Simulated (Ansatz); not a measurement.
Convergence study of the plane-wave cutoff for FeNiPt₆ (P4mm, 8 atoms in the cell)

```yaml
crystal:
  lattice:
    - [3.85833, 0.00000, 0.00000]
    - [0.00000, 3.85833, 0.00000]
    - [0.00000, 0.00000, 7.67528]
  atoms:
    - { symbol: Fe, position: [0.00000, 0.00000, 0.00651], spin: 4.0 }
    - { symbol: Ni, position: [0.00000, 0.00000, 0.50000], spin: 2.0 }
    - { symbol: Pt, position: [0.50000, 0.50000, 0.00000] }
    - { symbol: Pt, position: [0.50000, 0.50000, 0.50000] }
    - { symbol: Pt, position: [0.50000, 0.00000, 0.24875] }
    - { symbol: Pt, position: [0.50000, 0.00000, 0.75125] }
    - { symbol: Pt, position: [0.00000, 0.50000, 0.24875] }
    - { symbol: Pt, position: [0.00000, 0.50000, 0.75125] }
```
(The spins are starting values, not results.)

Method of the run: LDA (PW92), default PAW files made with PBE (plane waves; Ansatz, a program for electronic structure).

Base settings: basis.ecutwfc = 420 eV; kpoints.mp_grid.grid = 3 3 2; hamiltonian.xc = lda; hamiltonian.pseudopotentials = {kind: paw} (the program's default PAW files); magnetization.spin_polarized = true; scf.occupations.method = gaussian; scf.occupations.width = 0.1 eV.

The second cell is the first with its lattice scaled by 0.98.

The mesh stays at the base's, so the ladder's end is converged at best in this setting alone.

The first pressure column holds Ansatz's estimate of the finite-basis (Pulay) stress, which hides part of the cutoff error; the other is without it.

Only quantities that move along the ladder and can be compared are tabulated.

The magnetic state is not the same in all runs (site moments differ, or a search went on to a lower state), so steps between rows are not convergence errors alone.

The count of work is k-points × plane waves × bands × iterations; it is no time. Core times come from one kind of shared machine, to one figure; runs under 30 s give none.

The starting cell comes from a database of computed structures (which also holds hypothetical and non-ambient phases and stackings), without a prior relaxation at this level. Its lattice was rescaled by up to half a per cent. One atom was moved a little off its site on purpose. The magnetic order is the one reached from the typed start; others were not searched systematically. In the base run, with a pressure of about -9 GPa the cell is away from its equilibrium volume at this level. Without a gap this mesh is coarse (it stands for a supercell whose shortest vector is 12 Å).

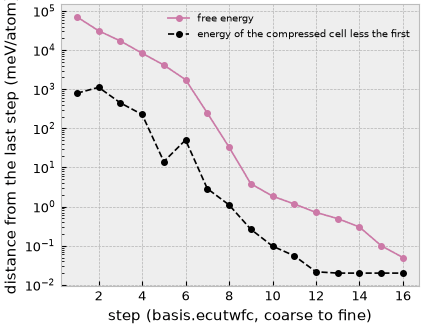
Figure: Distance from the last step along the ladder; very small values are drawn at a floor.

| basis.ecutwfc | free energy less the last step's (meV/atom) | energy of the compressed cell less the first (meV/atom) | pressure (GPa) | pressure without the Pulay estimate (GPa) | largest difference of a force vector from the last step's (eV/Å) | count of work / last | core time / last (rough) |
|---|---|---|---|---|---|---|---|
| 145 eV | 70647.62 | -796.82 | -90.30 | -2526.24 | 2.669 | 0.051 | – |
| 170 eV | 31166.68 | 1111.21 | -133.25 | -1337.98 | 1.259 | 0.070 | – |
| 190 eV | 17116.12 | -454.97 | -35.20 | -836.97 | 1.039 | 0.087 | – |
| 210 eV | 8335.51 | 219.13 | -5.68 | -472.43 | 0.328 | 0.090 | – |
| 230 eV | 4149.45 | -21.28 | 11.78 | -269.94 | 0.219 | 0.11 | – |
| 250 eV | 1757.84 | 43.46 | -0.11 | -138.53 | 0.225 | 0.12 | – |
| 295 eV | 246.79 | -4.24 | -9.75 | -34.82 | 0.040 | 0.15 | – |
| 335 eV | 33.18 | -6.01 | -9.40 | -13.82 | 0.005 | 0.20 | – |
| 380 eV | 3.85 | -6.86 | -9.33 | -9.72 | 0.001 | 0.23 | – |
| 420 eV | 1.85 | -7.02 | -9.35 | -9.40 | 0.000 | 0.26 | – |
| 460 eV | 1.17 | -7.07 | -9.35 | -9.40 | 0.000 | 0.31 | – |
| 505 eV | 0.71 | -7.10 | -9.35 | -9.38 | 0.000 | 0.33 | – |
| 565 eV | 0.49 | -7.11 | -9.35 | -9.37 | 0.000 | 0.37 | – |
| 630 eV | 0.30 | -7.12 | -9.36 | -9.37 | 0.000 | 0.50 | 0.5 |
| 735 eV | 0.10 | -7.12 | -9.36 | -9.36 | 0.000 | 0.62 | 0.7 |
| 840 eV | 0.05 | -7.12 | -9.36 | -9.36 | 0.000 | 0.77 | 0.8 |
| 1010 eV | 0.00 | -7.12 | -9.36 | -9.36 | 0.000 | 1.0 | 1 |

Coarsest basis.ecutwfc that holds the pressure without the Pulay estimate within 0.5 GPa of the last step, with all finer ones: 380 eV, at 0.23 of the last step's count of work; the step before is off by 4.5 GPa.

Coarsest basis.ecutwfc that holds the pressure within 0.1 GPa of the last step, with all finer ones: 335 eV, at 0.20 of the last step's count of work; the step before is off by 0.40 GPa.

Coarsest basis.ecutwfc that holds the energy of the compressed cell less the first within 2 meV/atom of the last step, with all finer ones: 335 eV, at 0.20 of the last step's count of work; the step before is off by 2.9 meV/atom.

The energy difference between the two cells stays within 1 meV/atom of the last step's from 380 eV on, the total only from 505 eV on: much of the error is common to both cells and cancels.

At the lowest cutoff the pressure without the Pulay estimate lies 2520 GPa under the last step's, the usual sign of Pulay stress in an incomplete plane-wave basis.

Keys are those of Ansatz 0.2.
